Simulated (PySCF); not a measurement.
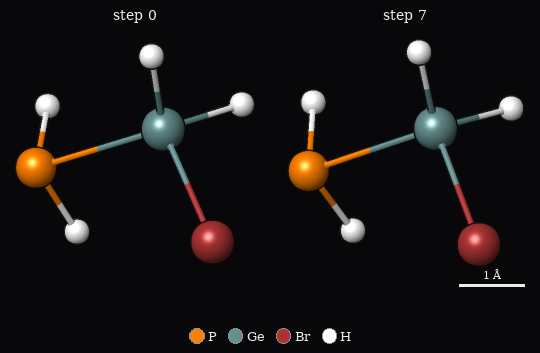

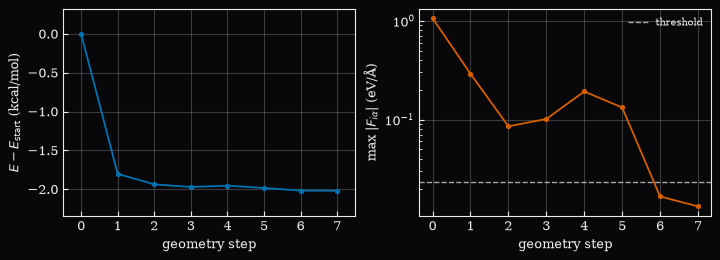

First and last geometry of a relaxation of GePH4Br, with the history of the run. Style: ball-and-stick. Shown from a free direction.

The start comes from GFN2-xTB.

The calculation used PBE0-D3(BJ)/def2-SVP geometry optimisation, gas phase in PySCF 2.14.0, density-fitted response routines. 

Did the run converge, and what did it change?

It converged. The largest moves after the best rigid fit, 0.11 Å, are those of H atoms. Largest moves by element: H 0.11 Å, Br 0.08 Å, P 0.07 Å, Ge 0.05 Å. Some distances before and after: H–P 1.392 → 1.429 Å, Br–Ge 2.292 → 2.313 Å, Ge–H 1.521 → 1.538 Å, Ge–P 2.309 → 2.318 Å. Bond angles that change, for instance: H–Ge–H 106.0° → 111.0°, P–Ge–H 119.5° → 115.1°, P–Ge–Br 109.8° → 106.0°. After 7 geometry steps the energy has fallen by 2.02 kcal/mol. Largest force component: 1.1 eV/Å at the start, 0.013 eV/Å at the end. The run took about 29 core-seconds on a shared host.
